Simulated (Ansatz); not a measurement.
# BCCD(T)/def2-SVP run of CH4BFO2 (SMILES COB(O)F)

Aim: the energy change on altering one bond length of CH4BFO2 at BCCD(T)/def2-SVP, from 2 runs. 

The results are computed with Ansatz 0.2.0.

128 further runs of the same task are left out: 128 set aside as unsound or not needed.

### Step 1. The molecule

CH4BFO2: 9 atoms, total charge 0, spin state singlet. As SMILES, `COB(O)F`. Geometry: relaxed at PBE0-D4/def2-TZVP. This is one conformer, not always the lowest.

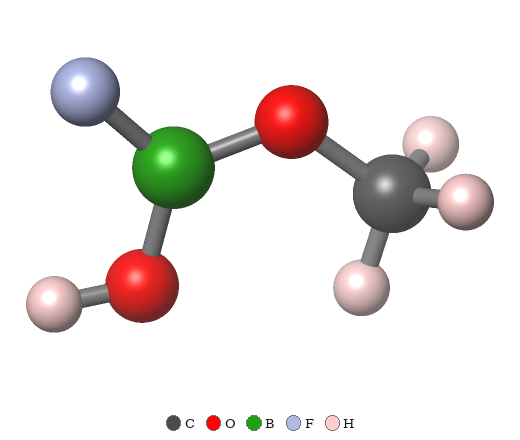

The structure, seen from a chosen angle (carbon dark grey, oxygen red, boron green, fluorine light blue, hydrogen pink).

### Step 2. The energy at BCCD(T)/def2-SVP

Input file job.yaml:

```yaml
crystal:
  periodic: [false, false, false]
  atoms:
    - symbol: C
      position_ang: [-0.649300, 0.491300, -1.085900]
    - symbol: O
      position_ang: [-0.487000, 0.689600, 0.304600]
    - symbol: B
      position_ang: [0.320400, -0.085100, 1.049500]
    - symbol: O
      position_ang: [1.040400, -1.114300, 0.524700]
    - symbol: F
      position_ang: [0.401500, 0.187700, 2.355300]
    - symbol: H
      position_ang: [-1.701500, 0.285200, -1.291400]
    - symbol: H
      position_ang: [-0.040700, -0.337700, -1.451200]
    - symbol: H
      position_ang: [-0.363100, 1.407000, -1.606600]
    - symbol: H
      position_ang: [1.567700, -1.570100, 1.184000]
basis:
  gaussian:
    orbitals: def2-SVP
correlation:
  method: bccd_t
  frozen_orbitals: {B: 1, C: 1, F: 1, H: 0, O: 1}
accuracy: high
scf:
  omitted_lower_state_checks: [cluster_reference, increment]
```

The run is started by

```console
ansatz run job.yaml --threads 1 --pin off --max-ram 3480MiB --events-out events.jsonl --progress --plain --runs-dir runs
```

What it wrote, shortened:

```text
Warning: RAYON_NUM_THREADS=1 ignored (pool sized by the plan → 1); use --threads N
Functional definition: HF
  name "HF"
[...]
2107 factors; integrals over basis functions are off by at most 7.3e-9 eV
[...]
mean field -8543.66044847 eV, -313.9737303804 hartree, gradient 1.3e-8 eV, S^2 0.000000; 0 other end points of the search recorded, 0 dependent functions left out
5 core orbitals not correlated: weight in the atoms' cores, before any rotation towards them, 1.000 or more for the frozen orbitals, at most 0.000 for the correlated occupied ones
reference -8543.66044847 eV, -313.9737303804 hartree; 15, 15 occupied and 70, 70 virtual orbitals, 2107 factors
second order -21.00106389 eV of doubles, -0.00000000 eV of singles
cycle   1  -21.25165116 eV  change   -2.5e-1 eV  update   9.6e-2
[...]
cycle  19  -21.76964597 eV  change   6.5e-10 eV  update   1.9e-9
perturbative correction -0.52265107 eV, -0.0192070725 hartree
Total energy: -8565.95274552 eV, -314.7929571864 hartree
Checks for a lower state left out: cluster_reference, increment
```

It took 39 s on 1 thread of Arm Neoverse V1, shared host; peak memory 0.85 GiB.

### Step 3. The distorted shape at the same level

Input file in.yaml:

```yaml
crystal:
  periodic: [false, false, false]
  atoms:
    - {symbol: C, position_ang: [-0.714179, 0.273064, -2.130522]}
    - {symbol: O, position_ang: [-0.551879, 0.471364, -0.740022]}
    - {symbol: B, position_ang: [0.255521, -0.303336, 0.004878]}
    - {symbol: O, position_ang: [0.975521, -1.332536, -0.519922]}
    - {symbol: F, position_ang: [0.401500, 0.187700, 2.355300]}
    - {symbol: H, position_ang: [-1.766379, 0.066964, -2.336022]}
    - {symbol: H, position_ang: [-0.105579, -0.555936, -2.495822]}
    - {symbol: H, position_ang: [-0.427979, 1.188764, -2.651222]}
    - {symbol: H, position_ang: [1.502821, -1.788336, 0.139378]}
basis:
  gaussian: {orbitals: def2-SVP}
total_charge: 0
magnetization: {spin_polarized: false}
correlation: {method: bccd_t, frozen_orbitals: {B: 1, C: 1, F: 1, H: 0, O: 1}}
accuracy: high
scf: {omitted_lower_state_checks: [cluster_reference, increment]}
```

The run is started by

```console
ansatz run in.yaml --threads 1 --pin off --max-ram 3480MiB --events-out events.jsonl --progress --plain --runs-dir runs
```

What it wrote, shortened:

```text
Warning: RAYON_NUM_THREADS=1 ignored (pool sized by the plan → 1); use --threads N
[... 2 set-up lines as earlier in the session ...]
[...]
2062 factors; integrals over basis functions are off by at most 7.2e-9 eV
[...]
mean field -8537.90197903 eV, -313.7621105315 hartree, gradient 2.9e-8 eV, S^2 0.000000; 0 other end points of the search recorded, 0 dependent functions left out; unrestricted orbitals would lower it
5 core orbitals not correlated: weight in the atoms' cores, before any rotation towards them, 1.000 or more for the frozen orbitals, at most 0.000 for the correlated occupied ones
reference -8537.90197903 eV, -313.7621105315 hartree; 15, 15 occupied and 70, 70 virtual orbitals, 2062 factors
second order -21.57928466 eV of doubles, -0.00000000 eV of singles
cycle   1  -21.40078992 eV  change    1.8e-1 eV  update   1.6e-1
[...]
cycle  27  -22.26151876 eV  change   -2.8e-9 eV  update   3.0e-9
perturbative correction -0.71705910 eV, -0.0263514359 hartree
Total energy: -8560.88055689 eV, -314.6065576923 hartree
Checks for a lower state left out: cluster_reference, increment
```

Wall time 50 s (1 thread of Arm Neoverse V1, shared host); peak memory 0.84 GiB.

### Step 4. Summary of results

At BCCD(T)/def2-SVP, 5 core orbitals frozen:

| quantity | value |
| --- | --- |
| first shape: total energy | -314.79296 Eh |
| first shape: correlation energy (5 core orbitals frozen) | -819.2 mEh |
| first shape: (T) correction | -19.21 mEh |
| distorted shape: total energy | -314.60656 Eh |
| distorted shape: correlation energy (5 core orbitals frozen) | -844.4 mEh |
| distorted shape: (T) correction | -26.35 mEh |
| energy change with the B3–F5 bond stretched from 1.336 to 2.406 Å | 5.072 eV |

With the B3–F5 bond stretched from 1.336 to 2.406 Å the energy rises by 5.07 eV (117 kcal/mol). The first shape isn't relaxed at this level, so the change isn't measured from a minimum. The triples (first shape) make up 2.3 % of the correlation energy. The restricted solution (distorted shape) is unstable to spin breaking: an unrestricted one lies lower. The triples (distorted shape) make up 3.1 % of the correlation energy.
